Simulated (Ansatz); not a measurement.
A series of calculations on SnH₃OBrCl₂

**1. Relaxation**

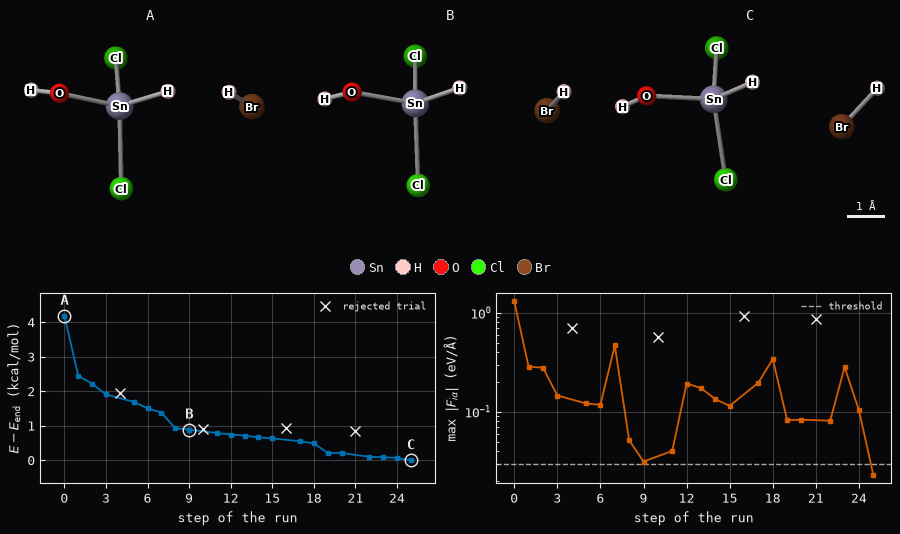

Frames of a relaxation of SnH$_{3}$OBrCl$_{2}$, marked on the history of the run. A ball-and-stick model, seen at a tilt.

The run prepares an end point of a later path (reaction) calculation, from a guessed geometry.

The calculation used RKS PBE-D4/def2-SVP (Ansatz). Set-up: no spin polarisation; force threshold 0.03 eV/Å; at most 50 steps.

Question: Describe the path.

Answer: The energy falls by 4.19 kcal/mol in 21 accepted moves (25 points after the start). Largest force component: 1.3 eV/Å at the start, 0.023 eV/Å at the end. The line search rejected the trial steps at points 4, 10, 16, 21 of the run. The atom that moves furthest after the best rigid fit is an H atom (1.61 Å). By element the largest moves are H 1.61 Å, Br 0.70 Å, O 0.38 Å, Cl 0.37 Å, Sn 0.31 Å. Some distances before and after: Br–H 1.506 → 1.438 Å, H–Sn 1.735 → 1.709 Å, Cl–Sn 2.356 → 2.369 Å. Among the angles between lasting bonds that change: H–Sn–Cl 111.7° → 114.0°. Groups turn about O–Sn by about 20°. From step 0 to 9: an H atom moves most (0.97 Å), energy −3.30 kcal/mol. From step 9 to 25: an H atom moves most (0.83 Å), energy −0.89 kcal/mol.

| step | E − E(0), kcal/mol | largest force component, eV/Å | note |
| --- | --- | --- | --- |
| 0 | 0.00 | 1.3043 |  |
| 1 | -1.74 | 0.2858 |  |
| 2 | -1.97 | 0.2791 |  |
| 3 | -2.28 | 0.1461 |  |
| 4 | -2.23 | 0.7024 | rejected |
| 5 | -2.49 | 0.1215 |  |
| 6 | -2.68 | 0.1174 |  |
| 7 | -2.80 | 0.4686 |  |
| 8 | -3.26 | 0.0516 |  |
| 9 | -3.30 | 0.0315 |  |
| 10 | -3.27 | 0.5685 | rejected |
| 11 | -3.40 | 0.0402 |  |
| 12 | -3.44 | 0.1932 |  |
| 13 | -3.47 | 0.1736 |  |
| 14 | -3.52 | 0.1342 |  |
| 15 | -3.55 | 0.1148 |  |
| 16 | -3.24 | 0.9214 | rejected |
| 17 | -3.63 | 0.1969 |  |
| 18 | -3.70 | 0.3419 |  |
| 19 | -3.97 | 0.0823 |  |
| 20 | -3.98 | 0.0832 |  |
| 21 | -3.35 | 0.8570 | rejected |
| 22 | -4.09 | 0.0813 |  |
| 23 | -4.10 | 0.2832 |  |
| 24 | -4.12 | 0.1035 |  |
| 25 | -4.19 | 0.0231 |  |

**2. Relaxation**

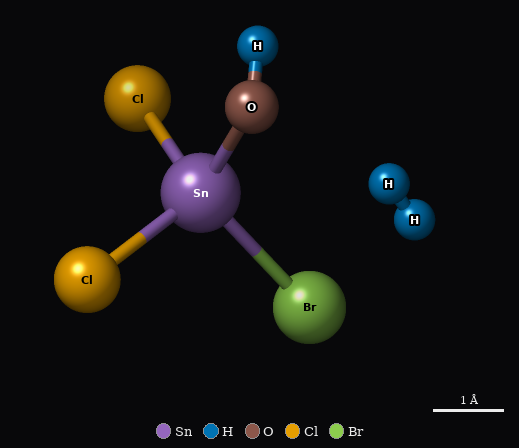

Starting structure of SnH3OBrCl2. Style: ball-and-stick. Shown at a tilt.

The run prepares an end point of a later path (reaction) calculation, from a guessed geometry.

Level of theory: RKS PBE-D4/def2-SVP in Ansatz.

Input
```yaml
crystal:
  periodic: [false, false, false]
  atoms:
    - { symbol: Sn, position_ang: [-0.648186, -0.019291, -0.514643] }
    - { symbol: H, position_ang: [0.355018, 0.02865, 2.256228] }
    - { symbol: O, position_ang: [1.239473, -0.027361, 0.136115] }
    - { symbol: H, position_ang: [1.59936, -0.923301, -0.017433] }
    - { symbol: Cl, position_ang: [-0.905229, 1.985017, -1.700678] }
    - { symbol: Cl, position_ang: [-0.86142, -1.90112, -1.910789] }
    - { symbol: Br, position_ang: [-2.555582, -0.133607, 1.197191] }
    - { symbol: H, position_ang: [-0.234233, 0.038913, 2.67331] }
basis:
  gaussian: { orbitals: def2-SVP }
hamiltonian:
  xc: pbe
  dispersion: d4
relax:
  f_tol: 0.03
  max_steps: 50
output:
  orbitals: {}
```

Launched with:
```bash
ansatz run input.yaml --threads 4 --pin off --max-ram 5120MiB --backend cpu --events-out ev --progress --plain --runs-dir out
```

**What does the optimiser find from here?**

H8 moves most after the best rigid fit: 1.07 Å. By element the largest moves are H 1.07 Å, Br 0.52 Å, Sn 0.35 Å, O 0.34 Å, Cl 0.34 Å. Some distances before and after: Sn1–Br7 2.565 → 2.487 Å, H2–H8 0.722 → 0.770 Å. Bond angles that change, for instance: O3–Sn1–Br7 119.0° → 112.0°, Cl5–Sn1–Br7 107.1° → 109.9°, O3–Sn1–Cl6 106.0° → 108.7°. After 13 accepted moves (14 points after the start) the energy has fallen by 5.29 kcal/mol. The largest force component goes from 1.6 to 0.0074 eV/Å. The line search rejected the trial step at point 4 of the run. The forces were under the threshold at step 10, but the run went on from there.

Final geometry:

```xyz
8

Sn   -0.8263   -0.0191   -0.8110
H     0.6342    0.0559    2.6292
O     0.9032    0.0358    0.1804
H     1.2391   -0.8783    0.2915
Cl   -0.9311    1.9684   -2.0421
Cl   -0.8165   -1.8882   -2.2420
Br   -2.7756   -0.1691    0.7256
H     0.5621   -0.0575    3.3876
```

The end point in the same view:

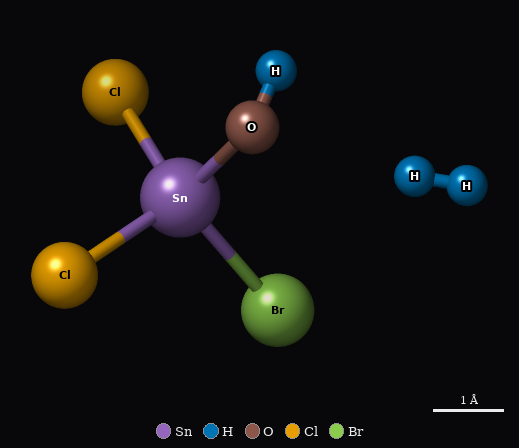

Limits of the set-up: the start holds two separate molecules, 2.3 Å apart at their closest, whose relative position is a soft coordinate.

**3. Path**

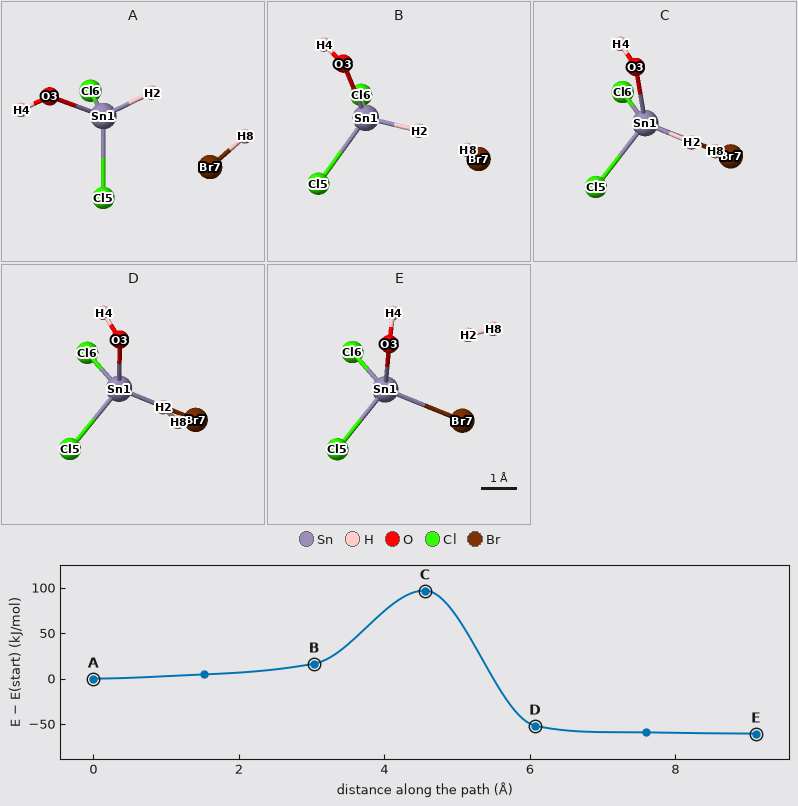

A search for the minimum-energy path of SnH3OBrCl2, made up at the start of SnH2OCl2 and HBr by the nudged elastic band. Images are numbered from 0 (start) to 6 (end). Frames A to E are images 0, 2, 3, 4, 6. Style: ball-and-stick. Shown at a tilt.

Method: RKS PBE-D4/def2-SVP in Ansatz. Settings: 5 movable images; climbing image; force threshold 0.03 eV/Å; iteration limit 60; starting path through a guess of the saddle point.

Read off the barrier and say what moves.

Breaking: Br7–H8 (1.44 → 1.69 at the top → 4.27 Å), Sn1–H2 (1.71 → 1.91 at the top → 3.74 Å). Forming: H2–H8 (4.03 → 1.07 at the top → 0.77 Å), Sn1–Br7 (3.72 → 2.89 at the top → 2.49 Å). The highest point, image 3, lies 97.0 kJ/mol above the start and 157.5 kJ/mol above the end; the end is at −60.5 kJ/mol relative to the start. The band converged in 34 iterations, with a climbing image at the top. At the top, the vibrational analysis gives one imaginary mode (919i cm⁻¹), as a transition state must have.

Limits of the set-up: the start holds two separate molecules, 3.5 Å apart at their closest, whose relative position is a soft coordinate.

The run took 3.5 min on 4 threads of Intel(R) Xeon(R) Platinum 8259CL CPU @ 2.50GHz (Skylake/Cascade Lake), with other jobs on the host, peak memory 0.24 GiB.
